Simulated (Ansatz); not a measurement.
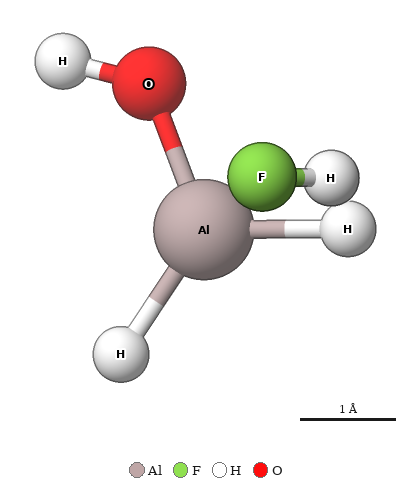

Fig. 1: The starting structure (ball-and-stick view, seen at a tilt). Sticks mark near contacts. Bond lengths as drawn: Al–H 1.57 to 1.58 Å, Al–O 1.70 Å, F–H 0.93 Å and H–O 0.96 Å.

**Geometry relaxation of AlH₄OF**

- system: AlH₄OF
- method: RKS B3LYP-D4/def2-SVP (Ansatz 0.2.0)

It belongs to a series of runs on one base structure; here: end point B relaxed.

**Log**
```
The last accepted step is kept in [file] (removed where the run ends without a failure and the disk answers)
Engine: ansatz 0.2.0, x86_64-unknown-linux-gnu
Functional definition: B3LYP
  parameter a0 = 0.2
  parameter ax = 0.72
  parameter ac = 0.81
  exchange = (1 - a0 - ax)*slater_x + ax*b88_x + a0*exact_x
  correlation = (1 - ac)*vwn_rpa_c + ac*lyp_c
667 factors; integrals over basis functions are off by at most 5.2e-4 eV
mean field evaluation 1: about -11415.3569 eV, gradient 6.1e1 eV
mean field evaluation 2: about -11389.3160 eV, gradient 1.3e2 eV
mean field evaluation 4: about -11421.6916 eV, gradient 8.2e0 eV
mean field evaluation 8: about -11421.7955 eV, gradient 1.9e-2 eV
mean field -11421.79553008 eV, -419.7432437594 hartree, gradient 1.9e-5 eV, S^2 0.000000; 0 other end points of the search recorded, 0 dependent functions left out
the calculation of the forces begins
reference -11421.79575459 eV, -419.7432520098 hartree; 17, 17 occupied and 49, 49 virtual orbitals, 667 factors
relax step   1: F+E_penalty+E_count = -11421.91213081 eV  Δ(F+E_penalty+E_count) = +0.000e0 eV  max|allowed force component| = 2.789e-1 eV/Å  Δτ_max = 0.0000 Å  (23 SCF iters, accepted)
these checks for a lower state are left out or cut short: starts, cluster_reference, orbital_swaps, neighbouring_geometries, increment
667 factors; integrals over basis functions are off by at most 6.0e-4 eV
mean field evaluation 16: about -11421.8760 eV, gradient 3.4e-1 eV
mean field -11421.88583537 eV, -419.7465624176 hartree, gradient 6.8e-6 eV, S^2 0.000000; 0 other end points of the search recorded, 0 dependent functions left out
the calculation of the forces begins
reference -11421.88606129 eV, -419.7465707200 hartree; 17, 17 occupied and 49, 49 virtual orbitals, 667 factors
relax step   2: F+E_penalty+E_count = -11422.00594822 eV  Δ(F+E_penalty+E_count) = -9.382e-2 eV  max|allowed force component| = 6.973e-1 eV/Å  Δτ_max = 0.1955 Å  (26 SCF iters, accepted)
these checks for a lower state are left out or cut short: starts, cluster_reference, orbital_swaps, neighbouring_geometries, increment
667 factors; integrals over basis functions are off by at most 6.3e-4 eV
mean field -11421.99828812 eV, -419.7506949799 hartree, gradient 6.4e-6 eV, S^2 0.000000; 0 other end points of the search recorded, 0 dependent functions left out
the calculation of the forces begins
reference -11421.99851722 eV, -419.7507033991 hartree; 17, 17 occupied and 49, 49 virtual orbitals, 667 factors
relax step   3: F+E_penalty+E_count = -11422.12266887 eV  Δ(F+E_penalty+E_count) = -1.167e-1 eV  max|allowed force component| = 1.023e0 eV/Å  Δτ_max = 0.1963 Å  (27 SCF iters, accepted)
these checks for a lower state are left out or cut short: starts, cluster_reference, orbital_swaps, neighbouring_geometries, increment
667 factors; integrals over basis functions are off by at most 9.1e-4 eV
mean field evaluation 32: about -11422.0544 eV, gradient 3.0e-4 eV
mean field -11422.05442043 eV, -419.7527578041 hartree, gradient 8.5e-6 eV, S^2 0.000000; 0 other end points of the search recorded, 0 dependent functions left out
the calculation of the forces begins
reference -11422.05464815 eV, -419.7527661726 hartree; 17, 17 occupied and 49, 49 virtual orbitals, 667 factors
relax step   4: F+E_penalty+E_count = -11422.18251617 eV  Δ(F+E_penalty+E_count) = -5.985e-2 eV  max|allowed force component| = 2.491e-1 eV/Å  Δτ_max = 0.1911 Å  (26 SCF iters, accepted)
these checks for a lower state are left out or cut short: starts, cluster_reference, orbital_swaps, neighbouring_geometries, increment
667 factors; integrals over basis functions are off by at most 7.8e-4 eV
mean field -11422.06026228 eV, -419.7529724883 hartree, gradient 5.8e-5 eV, S^2 0.000000; 0 other end points of the search recorded, 0 dependent functions left out
the calculation of the forces begins
reference -11422.06049061 eV, -419.7529808793 hartree; 17, 17 occupied and 49, 49 virtual orbitals, 667 factors
relax step   5: F+E_penalty+E_count = -11422.18783319 eV  Δ(F+E_penalty+E_count) = -5.317e-3 eV  max|allowed force component| = 3.618e-1 eV/Å  Δτ_max = 0.0832 Å  (23 SCF iters, accepted)
these checks for a lower state are left out or cut short: starts, cluster_reference, orbital_swaps, neighbouring_geometries, increment
667 factors; integrals over basis functions are off by at most 7.6e-4 eV
mean field -11422.06574951 eV, -419.7531741401 hartree, gradient 5.5e-5 eV, S^2 0.000000; 0 other end points of the search recorded, 0 dependent functions left out
the calculation of the forces begins
reference -11422.06597734 eV, -419.7531825129 hartree; 17, 17 occupied and 49, 49 virtual orbitals, 667 factors
relax step   6: F+E_penalty+E_count = -11422.19327314 eV  Δ(F+E_penalty+E_count) = -5.440e-3 eV  max|allowed force component| = 2.011e-1 eV/Å  Δτ_max = 0.0435 Å  (23 SCF iters, accepted)
these checks for a lower state are left out or cut short: starts, cluster_reference, orbital_swaps, neighbouring_geometries, increment
667 factors; integrals over basis functions are off by at most 7.6e-4 eV
mean field -11422.06618868 eV, -419.7531902794 hartree, gradient 5.6e-5 eV, S^2 0.000000; 0 other end points of the search recorded, 0 dependent functions left out
the calculation of the forces begins
reference -11422.06641641 eV, -419.7531986483 hartree; 17, 17 occupied and 49, 49 virtual orbitals, 667 factors
relax step   7: F+E_penalty+E_count = -11422.19384081 eV  Δ(F+E_penalty+E_count) = -5.677e-4 eV  max|allowed force component| = 6.019e-2 eV/Å  Δτ_max = 0.0081 Å  (25 SCF iters, accepted)
these checks for a lower state are left out or cut short: starts, cluster_reference, orbital_swaps, neighbouring_geometries, increment
667 factors; integrals over basis functions are off by at most 7.6e-4 eV
mean field -11422.06635761 eV, -419.7531964877 hartree, gradient 7.6e-6 eV, S^2 0.000000; 0 other end points of the search recorded, 0 dependent functions left out
the calculation of the forces begins
reference -11422.06658531 eV, -419.7532048555 hartree; 17, 17 occupied and 49, 49 virtual orbitals, 667 factors
relax step   8: F+E_penalty+E_count = -11422.19400702 eV  Δ(F+E_penalty+E_count) = -1.662e-4 eV  max|allowed force component| = 1.665e-2 eV/Å  Δτ_max = 0.0058 Å  (21 SCF iters, accepted)
667 factors; integrals over basis functions are off by at most 7.6e-4 eV
mean field evaluation 64: about -11422.0602 eV, gradient 1.1e-1 eV
```

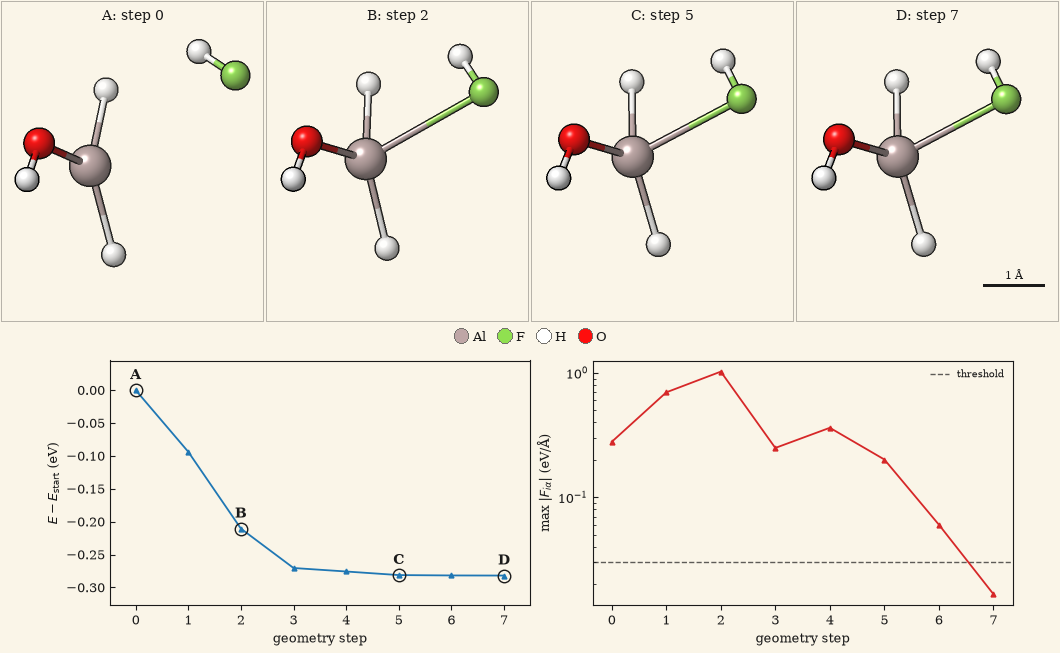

Fig. 2: Frames of the relaxation (ball-and-stick view, seen at a tilt) above the curves, on which the letters mark them (the first geometry is step 0 here and step 1 in the log).

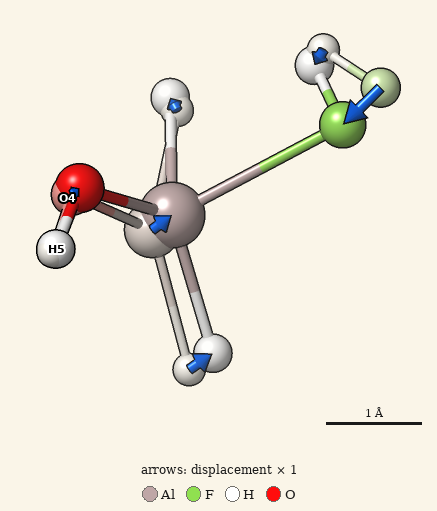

Fig. 3: Start (faint) and end (solid) with the displacements as blue arrows, at true length (ball-and-stick view, seen at a tilt). The two geometries are laid on each other by the best rigid fit. The energy falls by 0.282 eV in 7 geometry steps. The largest force component goes from 0.28 to 0.017 eV/Å. The largest move after the best rigid fit is that of F2, 0.56 Å. By element the largest moves are F 0.56 Å, H 0.31 Å, Al 0.27 Å, O 0.11 Å. Among the contacts that change: Al1–F2 2.879 → 2.082 Å, Al1–H6 1.570 → 1.618 Å, F2–H7 0.930 → 0.954 Å, Al1–O4 1.702 → 1.710 Å. New bonds form: Al1–F2 (2.88 → 2.08 Å). (Atoms are counted from 1 in the order of the input.)

```
mean field -11422.06635761 eV, -419.7531964877 hartree, gradient 7.6e-6 eV, S^2 0.000000; 1 other end points of the search recorded, 0 dependent functions left out
the calculation of the forces begins
reference -11422.06658531 eV, -419.7532048555 hartree; 17, 17 occupied and 49, 49 virtual orbitals, 667 factors
Total energy: -11422.19423472 eV, -419.7578958845 hartree
Atom 0 at    -0.105315     0.416137    -0.143502 Å, force     0.005065     0.010981    -0.002763 eV/Å
Atom 1 at    -0.017966     0.137076     1.918244 Å, force    -0.000299     0.016654    -0.003453 eV/Å
Atom 2 at     1.218084    -0.257232    -0.683743 Å, force     0.000047    -0.003480    -0.000700 eV/Å
Atom 3 at    -1.660801    -0.151127    -0.570233 Å, force    -0.008221     0.002046    -0.000402 eV/Å
Atom 4 at    -1.868669    -0.963697    -1.038173 Å, force     0.003006    -0.004034    -0.000902 eV/Å
Atom 5 at    -0.123770     1.943126     0.390863 Å, force    -0.000198    -0.006701    -0.006120 eV/Å
Atom 6 at    -0.090065     1.088618     1.936244 Å, force     0.000600    -0.015466     0.014339 eV/Å
Dipole moment:     0.041406    -0.063424     0.207342 e Å
```

**Trajectory as extended XYZ (Å, eV, eV/Å), 8 frames, from step=1 to step=8**
```
7
Properties=species:S:1:pos:R:3:forces:R:3 step=1 energy=-11421.91213
Al   -0.0758    0.4357   -0.4106    0.0263  -0.2344   0.2602
F    -0.0268    0.2720    2.4636    0.0394  -0.2692  -0.1784
H     1.2200   -0.2570   -0.9881   -0.0089  -0.0038  -0.0038
O    -1.6502   -0.1538   -0.6752   -0.0061  -0.0261  -0.0237
H    -1.8913   -0.9959   -1.0701   -0.0284  -0.0111  -0.0321
H    -0.0528    1.7922    0.3800   -0.0067   0.2789   0.0837
H    -0.1716    1.1198    2.1101   -0.0156   0.2657  -0.1059
7
Properties=species:S:1:pos:R:3:forces:R:3 step=2 energy=-11422.00595
Al   -0.0831    0.4057   -0.3042   -0.0239  -0.0122   0.2956
F    -0.0196    0.2369    2.2714   -0.0858   0.5464  -0.3808
H     1.2099   -0.2606   -0.9233    0.0006  -0.0213   0.1007
O    -1.6524   -0.1583   -0.6626   -0.0015  -0.0577   0.0334
H    -1.8861   -0.9925   -1.0801    0.0067   0.0382   0.0016
H    -0.0721    1.8183    0.4188   -0.0153   0.2038  -0.0740
H    -0.1451    1.1633    2.0897    0.1193  -0.6973   0.0235
7
Properties=species:S:1:pos:R:3:forces:R:3 step=3 energy=-11422.12267
Al   -0.0930    0.4085   -0.1955   -0.0465  -0.0375   0.1670
F    -0.0234    0.1699    2.0870   -0.0972   0.9792  -0.4519
H     1.2034   -0.2612   -0.8099    0.0038  -0.0004   0.1476
O    -1.6515   -0.1531   -0.6203    0.0018  -0.0447   0.0638
H    -1.8712   -0.9828   -1.0557    0.0393   0.0798   0.0394
H    -0.0941    1.9003    0.3957   -0.0192   0.0466   0.0201
H    -0.1187    1.1313    2.0084    0.1180  -1.0231   0.0139
7
Properties=species:S:1:pos:R:3:forces:R:3 step=4 energy=-11422.18252
Al   -0.0986    0.4064   -0.1194   -0.0120  -0.1002  -0.2374
F    -0.0145    0.1561    1.8966   -0.0248  -0.0857   0.2491
H     1.2078   -0.2638   -0.7109   -0.0006   0.0362   0.0608
O    -1.6531   -0.1526   -0.5677   -0.0212  -0.0490   0.0103
H    -1.8637   -0.9652   -1.0385    0.0423   0.0982   0.0446
H    -0.1086    1.9208    0.4394   -0.0363   0.1755  -0.0698
H    -0.1177    1.1112    1.9102    0.0526  -0.0749  -0.0576
7
Properties=species:S:1:pos:R:3:forces:R:3 step=5 energy=-11422.18783
Al   -0.1105    0.4143   -0.1285   -0.0488   0.0224  -0.1252
F    -0.0320    0.1257    1.9270    0.0406   0.3618  -0.0703
H     1.2136   -0.2559   -0.6733    0.0042   0.0004   0.0311
O    -1.6615   -0.1532   -0.5732   -0.0104  -0.0215   0.0039
H    -1.8651   -0.9623   -1.0500    0.0128   0.0174   0.0195
H    -0.1411    1.9580    0.3724    0.0520  -0.1201   0.0854
H    -0.0519    1.0864    1.9353   -0.0504  -0.2603   0.0557
7
Properties=species:S:1:pos:R:3:forces:R:3 step=6 energy=-11422.19327
Al   -0.1042    0.4151   -0.1454    0.0011   0.0081   0.0323
F    -0.0164    0.1374    1.9266   -0.0207   0.2011  -0.0414
H     1.2179   -0.2580   -0.6903   -0.0044   0.0022   0.0067
O    -1.6604   -0.1532   -0.5696    0.0009   0.0081   0.0012
H    -1.8696   -0.9636   -1.0410    0.0075   0.0021   0.0047
H    -0.1208    1.9425    0.3934   -0.0066  -0.0274  -0.0073
H    -0.0949    1.0926    1.9359    0.0222  -0.1943   0.0037
7
Properties=species:S:1:pos:R:3:forces:R:3 step=7 energy=-11422.19384
Al   -0.1054    0.4152   -0.1426   -0.0015   0.0037   0.0019
F    -0.0193    0.1387    1.9191    0.0004   0.0530   0.0012
H     1.2173   -0.2578   -0.6855   -0.0006   0.0013   0.0025
O    -1.6607   -0.1526   -0.5700   -0.0055   0.0044  -0.0004
H    -1.8685   -0.9638   -1.0404    0.0053   0.0003   0.0014
H    -0.1236    1.9412    0.3963    0.0005  -0.0026  -0.0138
H    -0.0883    1.0920    1.9328    0.0014  -0.0602   0.0072
7
Properties=species:S:1:pos:R:3:forces:R:3 step=8 energy=-11422.19401
Al   -0.1053    0.4161   -0.1435    0.0051   0.0110  -0.0028
F    -0.0180    0.1371    1.9182   -0.0003   0.0167  -0.0035
H     1.2181   -0.2572   -0.6837    0.0000  -0.0035  -0.0007
O    -1.6608   -0.1511   -0.5702   -0.0082   0.0020  -0.0004
H    -1.8687   -0.9637   -1.0382    0.0030  -0.0040  -0.0009
H    -0.1238    1.9431    0.3909   -0.0002  -0.0067  -0.0061
H    -0.0901    1.0886    1.9362    0.0006  -0.0155   0.0143
```

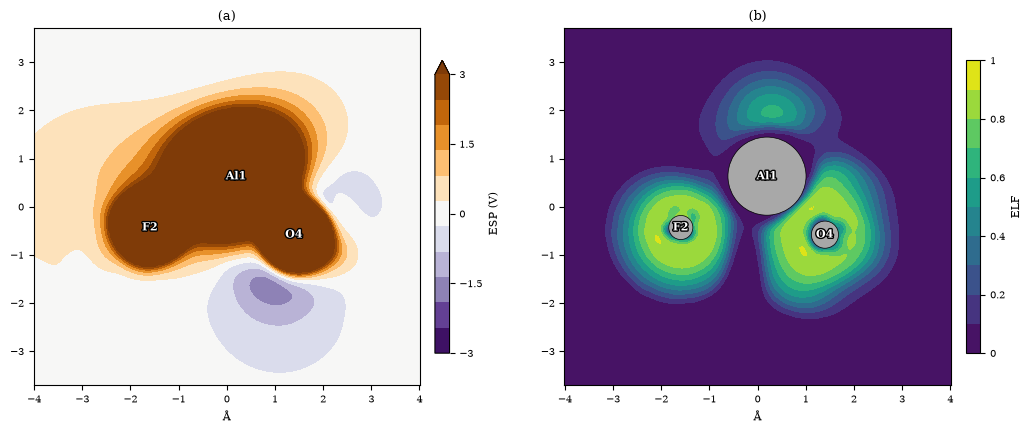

Fig. 4: (a) electrostatic potential; (b) ELF on the plane of atoms F2, Al1 and O4. Grey discs, where drawn, cover atomic cores. Al–O (1.71 Å): the ELF peaks at about 0.90 in the valence shell of O, 0.6 Å from its nucleus, and is about 0.40 at the midpoint. Al–F (2.08 Å): the ELF peaks at about 0.85 in the valence shell of F, 0.6 Å from its nucleus, and is about 0.30 at the midpoint, which marks ionic bonding with no shared pair.

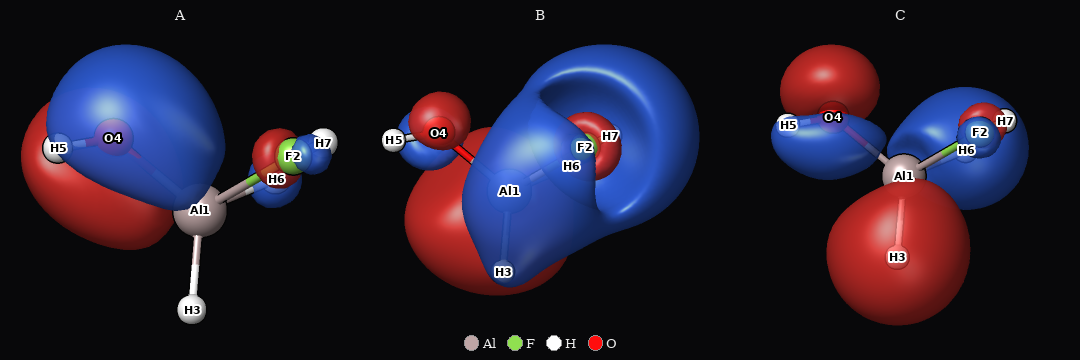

Fig. 5: Three frontier orbitals at ±0.08 Å⁻³ᐟ² (blue and red are the two phases). A is the HOMO−1 (−8.32 eV). C is the HOMO (−7.85 eV). Its weight (Hirshfeld) is mainly on H3 (30 %), Al1 (25 %), O4 (25 %) and H6 (15 %). B is the LUMO (−0.21 eV). It lies mainly on Al1 (45 %), H7 (25 %) and F2 (15 %). The HOMO–LUMO gap is 7.64 eV between the orbital energies.

The run was set up as follows.

**The input**
```yaml
crystal:
  periodic: [false, false, false]
  atoms:
    - { symbol: Al, position_ang: [-0.075782, 0.435664, -0.410623] }
    - { symbol: F, position_ang: [-0.026762, 0.271962, 2.463573] }
    - { symbol: H, position_ang: [1.219965, -0.256965, -0.98813] }
    - { symbol: O, position_ang: [-1.65025, -0.153792, -0.675154] }
    - { symbol: H, position_ang: [-1.891254, -0.99591, -1.070066] }
    - { symbol: H, position_ang: [-0.052793, 1.792174, 0.379956] }
    - { symbol: H, position_ang: [-0.171625, 1.119767, 2.110143] }
basis:
  gaussian: { orbitals: def2-SVP }
hamiltonian:
  xc: b3lyp
  dispersion: d4
relax:
  f_tol: 0.03
  max_steps: 50
output:
  orbitals: {}
```

Launch command:
```bash
ansatz run input.yaml --threads 1 --pin off --max-ram 2048MiB --backend cpu --events-out ev --progress --plain --runs-dir out
```

**Key numbers**

```csv
quantity,value
outcome,converged
total energy,−11422.1942 eV
mean-field energy,−11422.0666 eV
largest force (length of the vector) at the end,0.021 eV/Å
hardware,"1 thread of Intel Xeon (Sapphire Rapids), 32 GiB of memory available, shared host"
wall time,14 s
peak memory,0.15 GiB
```
